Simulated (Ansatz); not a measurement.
# BH3O (SMILES BO): one structure at several levels

The atoms stand at a structure displaced at random from a GFN2-xTB minimum. How far do the functionals agree with CCSD(T) there?

Computed with Ansatz 0.2.0, Gaussian basis. Level: single points in def2-TZVPP.

Cores are frozen in the correlated methods. B3LYP uses VWN-RPA correlation.

### Step 1. The system as given

SMILES `BO`, 5 atoms, charge 0, spin multiplicity 1.

Atoms are counted from 1 here; the program's logs count them from 0.

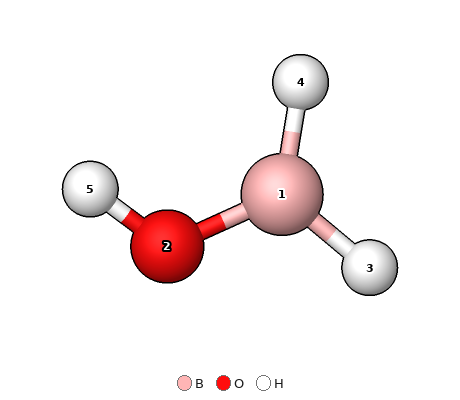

Start geometry, drawn with boron pink, oxygen red, hydrogen white; atoms are numbered from 1 in the order of the file.

As a file:

| atom | x (Å) | y (Å) | z (Å) |
| --- | --- | --- | --- |
| B1 | -0.2224 | -0.3609 | 0.0667 |
| O2 | 0.4118 | 0.7734 | 0.3515 |
| H3 | -0.7917 | -0.8940 | 0.9871 |
| H4 | -0.2831 | -0.8299 | -1.0325 |
| H5 | 0.9565 | 1.2379 | -0.3778 |

### Step 2. CCSD(T)/def2-TZVPP

File run/in.yaml:

```yaml
crystal:
  periodic: [false, false, false]
  atoms:
    - {symbol: B, position_ang: [-0.222400, -0.360900, 0.066700]}
    - {symbol: O, position_ang: [0.411800, 0.773400, 0.351500]}
    - {symbol: H, position_ang: [-0.791700, -0.894000, 0.987100]}
    - {symbol: H, position_ang: [-0.283100, -0.829900, -1.032500]}
    - {symbol: H, position_ang: [0.956500, 1.237900, -0.377800]}
basis:
  gaussian: {orbitals: def2-TZVPP}
correlation: {method: ccsd_t}
output: {forces: true}
```

Launch:

```sh
> ansatz run in.yaml --threads 4 --pin off --events-out ev --progress --plain --max-ram 5222MiB
```

### Step 3. PBE0-D4/def2-TZVPP

Changes to run/in.yaml since step 2:

```diff
@@ -10,3 +10,3 @@
   gaussian: {orbitals: def2-TZVPP}
-correlation: {method: ccsd_t}
-output: {forces: true}
+hamiltonian: {xc: pbe0, dispersion: d4}
+output: {forces: true, orbitals: {seedname: orbitals}}
```

### Step 4. wB97M-V/def2-TZVPP

Changes to run/in.yaml since step 3:

```diff
@@ -10,3 +10,3 @@
   gaussian: {orbitals: def2-TZVPP}
-hamiltonian: {xc: pbe0, dispersion: d4}
-output: {forces: true, orbitals: {seedname: orbitals}}
+hamiltonian: {xc: {name: wB97M-V}}
+output: {forces: true}
```

### Step 5. r2SCAN-D4/def2-TZVPP

Changes to run/in.yaml since step 4:

```diff
@@ -10,3 +10,3 @@
   gaussian: {orbitals: def2-TZVPP}
-hamiltonian: {xc: {name: wB97M-V}}
+hamiltonian: {xc: r2scan, dispersion: d4}
 output: {forces: true}
```

### Step 6. PBE-D4/def2-TZVPP

Changes to run/in.yaml since step 5:

```diff
@@ -10,3 +10,3 @@
   gaussian: {orbitals: def2-TZVPP}
-hamiltonian: {xc: r2scan, dispersion: d4}
+hamiltonian: {xc: pbe, dispersion: d4}
 output: {forces: true}
```

### Step 7. LC-wPBE/def2-TZVPP

Changes to run/in.yaml since step 6:

```diff
@@ -10,3 +10,3 @@
   gaussian: {orbitals: def2-TZVPP}
-hamiltonian: {xc: pbe, dispersion: d4}
+hamiltonian: {xc: {name: LC-wPBE}}
 output: {forces: true}
```

### Step 8. B3LYP-D4/def2-TZVPP

Changes to run/in.yaml since step 7:

```diff
@@ -10,3 +10,3 @@
   gaussian: {orbitals: def2-TZVPP}
-hamiltonian: {xc: {name: LC-wPBE}}
+hamiltonian: {xc: {name: B3LYP}, dispersion: d4}
 output: {forces: true}
```

(Steps that only read results are left out.)

Q: Predict the outcome of this session. Wanted: energy less free atoms, CCSD(T)/def2-TZVPP; RMS force component; RMS force error; HOMO and LUMO, PBE0-D4; T1 diagnostic.

**Answer**, as computed:

| quantity | value |
| --- | --- |
| energy less free atoms, CCSD(T)/def2-TZVPP | -422.3 kcal/mol |
| RMS force component | 0.963 to 1.165 eV/Å over the methods |
| RMS force error | PBE0-D4 0.192, wB97M-V 0.116, r2SCAN-D4 0.146, PBE-D4 0.224, LC-wPBE 0.171, B3LYP-D4 0.147 eV/Å |
| HOMO and LUMO, PBE0-D4 | -8.62 and -0.30 eV |
| T1 diagnostic | 0.014 |

**Reading.** Against CCSD(T) the functionals' energies less atoms differ by -15.9 to -7.3 kcal/mol, PBE-D4 by -15.9 kcal/mol. The reference is not at the basis limit: in triple zeta CCSD(T) underbinds, which counts against methods that bind more; the gaps are no ranking. For forces wB97M-V does best and PBE-D4 worst. Frozen-core CCSD(T) forces in triple zeta carry basis errors of their own, and this is one geometry, so small gaps rank nothing.
